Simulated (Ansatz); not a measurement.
Single-point calculation of SiPH5

The run: single-point calculation of SiPH5. Method and program: RKS B2PLYP (frozen core)/def2-TZVPP (Ansatz 0.2.0).

The geometry comes from this level: PBE0-D4/def2-TZVP.

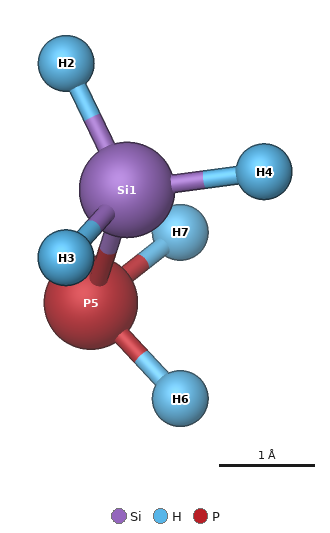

**Figure 1.** The input geometry (ball-and-stick view, seen at an oblique angle; atoms are numbered from 1 in the order of the input). Bond lengths as drawn: H–P 1.42 Å, H–Si 1.49 Å and P–Si 2.26 Å.

## Summary

```csv
quantity,value
outcome,converged
total energy,−17241.3764 eV
mean-field energy,−17238.7093 eV
SCF solution under orbital rotations,stable
hardware,"2 CPU threads, shared host"
wall time,2.2 s (CPU time 4 s)
peak memory,0.44 GiB
```

## Input
```yaml
crystal:
  periodic: [false, false, false]
  atoms:
    - {symbol: Si, position_ang: [-0.449939, 0.896350, -0.109433]}
    - {symbol: H, position_ang: [-0.759280, 0.545986, -1.520040]}
    - {symbol: H, position_ang: [-1.563069, 0.431223, 0.758229]}
    - {symbol: H, position_ang: [-0.332992, 2.373744, 0.006275]}
    - {symbol: P, position_ang: [1.417863, -0.214316, 0.493593]}
    - {symbol: H, position_ang: [1.587817, 0.535782, 1.688343]}
    - {symbol: H, position_ang: [2.274328, 0.632106, -0.260714]}
basis:
  gaussian: {orbitals: def2-TZVPP}
hamiltonian: {xc: {name: B2PLYP}}
```

Launched with:
```bash
ansatz run in.yaml --threads 2 --pin off --events-out ev --progress --plain --max-ram 4352MiB
```

## The program's output
```
Functional definition: B2PLYP
  name "B2PLYP"
  cite "Grimme, J. Chem. Phys. 124, 034108 (2006) doi:10.1063/1.2148954"
  cite "Becke, Phys. Rev. A 38, 3098 (1988) doi:10.1103/PhysRevA.38.3098"
  cite "Lee, Yang & Parr, Phys. Rev. B 37, 785 (1988) doi:10.1103/PhysRevB.37.785"
  parameter a = 0.53
  parameter c = 0.27
  exchange = (1 - a)*b88_x + a*exact_x
  correlation = (1 - c)*lyp_c + c*(mp2_os + mp2_ss)
861 factors; integrals over basis functions are off by at most 1.0e-3 eV
mean field evaluation 1: about -17238.1975 eV, gradient 1.0e1 eV
mean field evaluation 2: about -17238.3150 eV, gradient 1.0e1 eV
mean field evaluation 4: about -17238.7052 eV, gradient 1.2e0 eV
mean field evaluation 8: about -17238.7092 eV, gradient 1.5e-2 eV
mean field evaluation 16: about -17238.7092 eV, gradient 2.8e-6 eV
mean field -17238.70918752 eV, -633.5108778244 hartree, gradient 3.8e-6 eV, S^2 0.000000; 0 other end points of the search recorded, 0 dependent functions left out
10 core orbitals not correlated: weight in the atoms' cores, before any rotation towards them, 1.000 or more for the frozen orbitals, at most 0.000 for the correlated occupied ones
reference -17238.70934512 eV, -633.5108836162 hartree; 7, 7 occupied and 137, 137 virtual orbitals, 861 factors
second order -9.87806219 eV of doubles, -0.00000000 eV of singles
Total energy: -17241.37642191 eV, -633.6088968805 hartree
```
